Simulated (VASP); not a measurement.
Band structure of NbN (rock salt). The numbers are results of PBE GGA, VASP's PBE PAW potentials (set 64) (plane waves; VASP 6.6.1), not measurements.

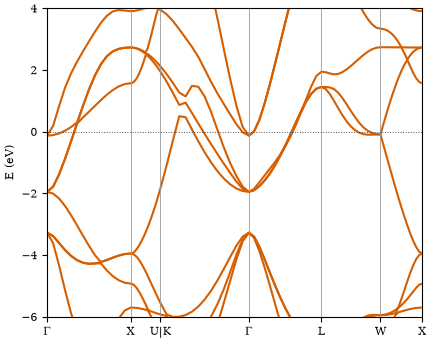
Figure: Bands along high-symmetry lines, zero at the valence-band maximum or, without a gap, the Fermi level

Read the plot: is there a gap, and where are the band edges?

It has no gap at this level: it comes out as a metal or semimetal. (Edges off the drawn lines would not show.)

The compound is NbN in the rock salt structure, the cubic δ form, which competes with hexagonal ones. It was relaxed first.
